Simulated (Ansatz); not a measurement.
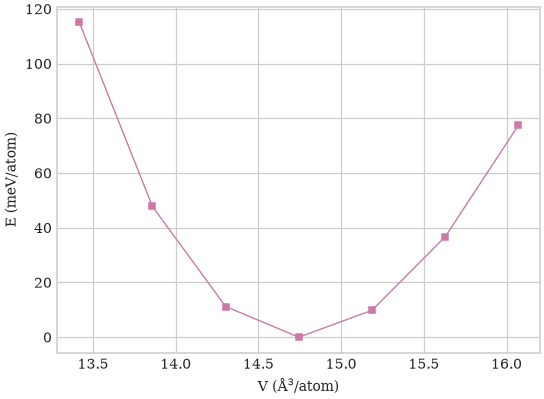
*VPt$_{3}$ in space group R-3m (No. 166; V on 3a, Pt on 6c, Pt on 3b) under volume change, r²SCAN (plane waves, PAW; program Ansatz), shape and atoms relaxed at each volume.*

Task: What does a third-order Birch–Murnaghan fit give for V₀, B₀ and B′?

Result: V₀ = 14.74 Å³/atom, B₀ = 250 GPa, B′ = 5.6.

The first step of the workflow began from a Materials Project structure, measured or hypothetical; the Crystallography Open Database copy checked does not list it. COD files the formula under space group No. 139, 221. Its standing as an ambient phase is unchecked. Symmetry was held in the r²SCAN relaxation; its stability against distortions is not shown here. The run is not spin-polarised. Spin–orbit coupling is left out wherever it is not named.

Potentials: the later of the program's two PAW sets.
